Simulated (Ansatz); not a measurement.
**What a change does: single-point calculation on ZrH2S2Cl2**

System: ZrH2S2Cl2.
Method of the first run: RKS r2SCAN-D4/def2-TZVPP (Ansatz 0.2.0).

The geometry comes from this level: PBE0-D4/def2-TZVP. Text and figures count atoms from 1; the logs count them from 0 in places.

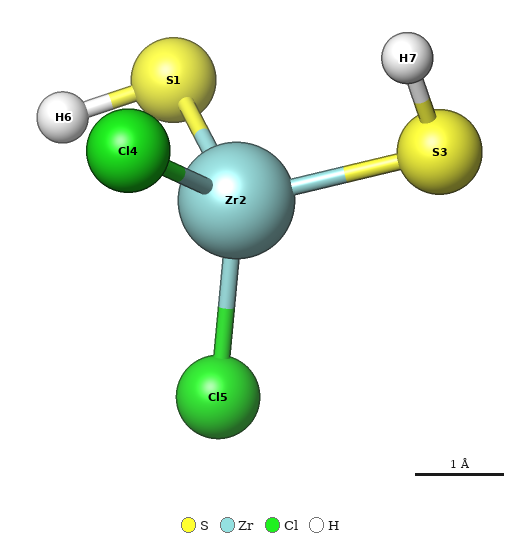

Fig. 1: The structure as given in the input (ball-and-stick view, seen at a tilt; atoms are numbered from 1 in the order of the input). Sticks mark near contacts. Bond lengths as drawn: Cl–Zr 2.33 Å, H–S 1.35 Å and S–Zr 2.41 to 2.42 Å.

**Input, the first run**
```yaml
crystal:
  periodic: [false, false, false]
  atoms:
    - {symbol: S, position_ang: [-1.899330, -0.562078, -0.719443]}
    - {symbol: Zr, position_ang: [0.394735, -0.123468, -0.103546]}
    - {symbol: S, position_ang: [0.561370, 2.279755, -0.116422]}
    - {symbol: Cl, position_ang: [0.776171, -0.985394, 2.027310]}
    - {symbol: Cl, position_ang: [1.837494, -1.020844, -1.691498]}
    - {symbol: H, position_ang: [-1.716808, -1.885870, -0.528076]}
    - {symbol: H, position_ang: [0.046367, 2.297900, 1.131676]}
basis:
  gaussian: {orbitals: def2-TZVPP}
hamiltonian: {xc: r2scan, dispersion: d4}
output: {forces: true, orbitals: {seedname: orbitals}}
```

Command:
```bash
ansatz run in.yaml --threads 4 --pin off --events-out ev --progress --plain --max-ram 10444MiB
```

Hardware: 4 threads of AMD EPYC, 15 GiB of memory available, shared host.

**Output (the first run)**
```
Functional definition: r2SCAN
  parameter k0 = 0.174
  parameter k1 = 0.065
  parameter a1 = 4.9479
  exchange = r2scan_x(k0 = k0, k1 = k1, a1 = a1)
  correlation = r2scan_c
1586 factors; their error is unknown
mean field evaluation 1: about -48033.7202 eV, gradient 2.9e1 eV
mean field evaluation 2: about -48033.1806 eV, gradient 3.4e1 eV
mean field evaluation 4: about -48035.7463 eV, gradient 3.6e0 eV
mean field evaluation 8: about -48035.7744 eV, gradient 2.3e-1 eV
mean field evaluation 16: about -48035.7528 eV, gradient 3.3e-4 eV
mean field -48035.75279241 eV, -1765.2813553183 hartree, gradient 1.1e-5 eV, S^2 0.000000; 0 other end points of the search recorded, 0 dependent functions left out
the calculation of the forces begins
reference -48035.75280986 eV, -1765.2813559597 hartree; 40, 40 occupied and 212, 212 virtual orbitals, 1586 factors
Total energy: -48035.82149702 eV, -1765.2838801661 hartree
Atom 0 at    -1.899330    -0.562078    -0.719443 Å, force    -0.145097    -0.020985    -0.038359 eV/Å
Atom 1 at     0.394735    -0.123468    -0.103546 Å, force    -0.013259    -0.011016     0.018678 eV/Å
Atom 2 at     0.561370     2.279755    -0.116422 Å, force     0.020300     0.163375    -0.008542 eV/Å
Atom 3 at     0.776171    -0.985394     2.027310 Å, force     0.029218    -0.059893     0.140864 eV/Å
Atom 4 at     1.837494    -1.020844    -1.691498 Å, force     0.103276    -0.058922    -0.110038 eV/Å
Atom 5 at    -1.716808    -1.885870    -0.528076 Å, force     0.007375    -0.003002     0.000261 eV/Å
Atom 6 at     0.046367     2.297900     1.131676 Å, force    -0.001813    -0.009557    -0.002864 eV/Å
Dipole moment:    -0.073628    -0.016088     0.131791 e Å
```

For the second run the input was changed thus:
```diff
-hamiltonian: {xc: r2scan, dispersion: d4}
+hamiltonian: {xc: pbe, dispersion: d4}
```

What does this change do to the results?

The total energies belong to different models, so their difference says nothing on which is more stable or more accurate. The largest force goes from 0.165 to 0.330 eV/Å. The HOMO goes from −7.21 to −6.90 eV. The LUMO goes from −3.22 to −3.34 eV. The dipole moment goes from 0.73 to 0.69 D.

**Output (the second run)**
```
Functional definition: PBE
  parameter kappa = 0.804
  parameter beta = 0.06672455060314922
  exchange = pbe_x(kappa = kappa, mu = beta*pi^2/3)
  correlation = pbe_c(beta = beta)
1586 factors; their error is unknown
mean field evaluation 1: about -48016.3023 eV, gradient 3.1e1 eV
mean field evaluation 2: about -48015.4224 eV, gradient 3.9e1 eV
mean field evaluation 4: about -48018.8624 eV, gradient 3.4e0 eV
mean field evaluation 8: about -48018.8948 eV, gradient 1.8e-1 eV
mean field evaluation 16: about -48018.8733 eV, gradient 3.2e-4 eV
mean field -48018.87334938 eV, -1764.6610472285 hartree, gradient 1.9e-5 eV, S^2 0.000000; 0 other end points of the search recorded, 0 dependent functions left out
the calculation of the forces begins
reference -48018.87341014 eV, -1764.6610494612 hartree; 40, 40 occupied and 212, 212 virtual orbitals, 1586 factors
Total energy: -48019.15620296 eV, -1764.6714419056 hartree
Atom 0 at    -1.899330    -0.562078    -0.719443 Å, force    -0.222546     0.207973    -0.085660 eV/Å
Atom 1 at     0.394735    -0.123468    -0.103546 Å, force     0.014798    -0.027133     0.035435 eV/Å
Atom 2 at     0.561370     2.279755    -0.116422 Å, force     0.098021     0.212966    -0.232065 eV/Å
Atom 3 at     0.776171    -0.985394     2.027310 Å, force     0.031703    -0.077689     0.186716 eV/Å
Atom 4 at     1.837494    -1.020844    -1.691498 Å, force     0.133059    -0.078743    -0.152274 eV/Å
Atom 5 at    -1.716808    -1.885870    -0.528076 Å, force     0.033190    -0.236219     0.030640 eV/Å
Atom 6 at     0.046367     2.297900     1.131676 Å, force    -0.088224    -0.001154     0.217208 eV/Å
Dipole moment:    -0.070175    -0.008194     0.125494 e Å
```

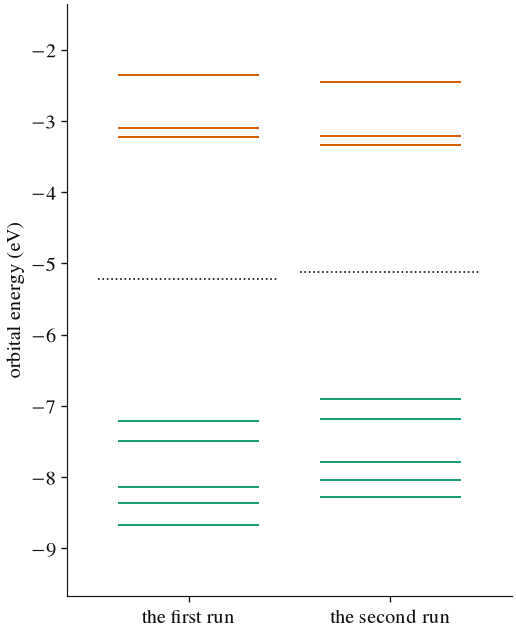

Fig. 2: The five highest filled and three lowest empty orbital energies of the two runs; the dotted lines part filled from empty levels. The HOMO–LUMO gap is 3.99 eV in the first run and 3.56 eV in the second run.

**The two runs side by side**

```tsv
quantity	the first run	the second run
outcome	converged	converged
total energy (hartree)	−1765.283880	−1764.671442
HOMO (eV)	−7.21	−6.90
LUMO (eV)	−3.22	−3.34
dipole moment (D)	0.73	0.69
largest force (eV/Å)	0.165	0.330
basis functions	252	252
wall time (shared host)	2.4 s	1.2 s
```
